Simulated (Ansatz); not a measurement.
System: BCl2H···H2O.

Input file:

```
crystal:
  periodic: [false, false, false]
  atoms:
    - { symbol: B, position_ang: [0.0, 0.0, 0.0] }
    - { symbol: O, position_ang: [0.0, 0.0, 1.76] }
    - { symbol: H, position_ang: [-0.9095, -0.2814, 2.0971] }
    - { symbol: Cl, position_ang: [1.6108, 0.0, -0.93] }
    - { symbol: Cl, position_ang: [-1.6108, 0.0, -0.93] }
    - { symbol: H, position_ang: [0.3178, 1.3778, 0.4698] }
    - { symbol: H, position_ang: [0.2587, 1.1216, 1.3187] }
basis:
  gaussian: { orbitals: "6-31G*" }
hamiltonian:
  xc: pbe
  dispersion: d4
relax:
  f_tol: 0.15
  max_steps: 25
  restrain:
    - { distance: [0, 5], at: 1.19, k: 30.0 }
    - { distance: [6, 1], at: 1.01, k: 30.0 }
    - { distance: [0, 1], at: 2.61, k: 30.0 }
    - { distance: [6, 5], at: 1.86, k: 30.0 }
output:
  orbitals: {}
```

Run with:

```sh
ansatz run input.yaml --threads 1 --pin off --max-ram 2048MiB --backend cpu --events-out ev --progress --plain --runs-dir out
```

The fields are those of the run's last geometry, not of the input's.

Not at a stationary point (largest force 0.7 eV/Å).

Computed with RKS PBE-D4/6-31G* in Ansatz.

**What will maps of the electron density and electron localisation function show?**

B–Cl (1.75 Å): the density is about 1.3 e/Å³ at the midpoint; the ELF peaks at about 0.90 between the atoms, as expected for a polar covalent bond.
B–H (1.20 Å): the density is about 1.3 e/Å³ at the midpoint; the ELF climbs to about 1 towards the hydrogen, as it does in any bond to H; an ordinary covalent bond to hydrogen.

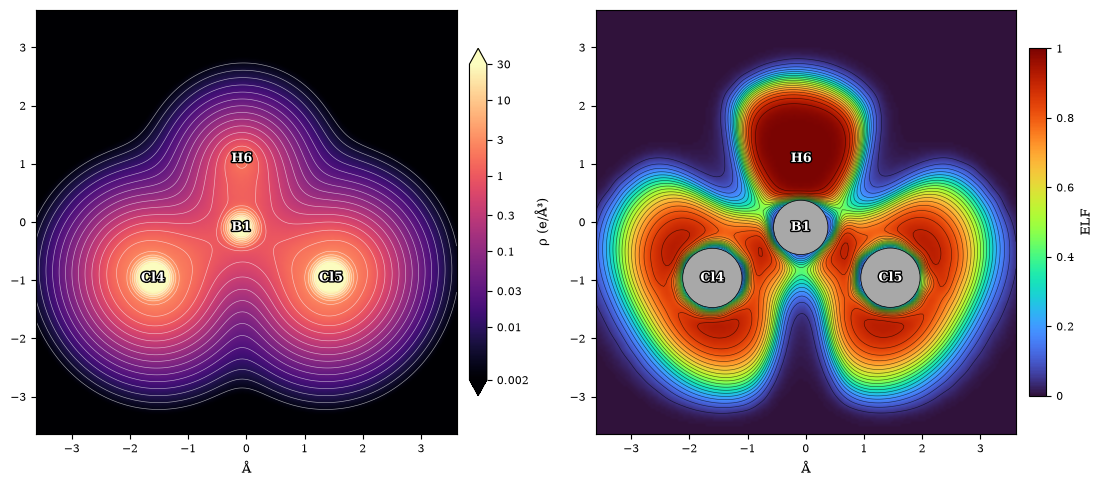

Computed electron density and electron localisation function on the plane of atoms Cl4, B1 and Cl5, in this order. Grey discs cover the atomic cores in the ELF map. 
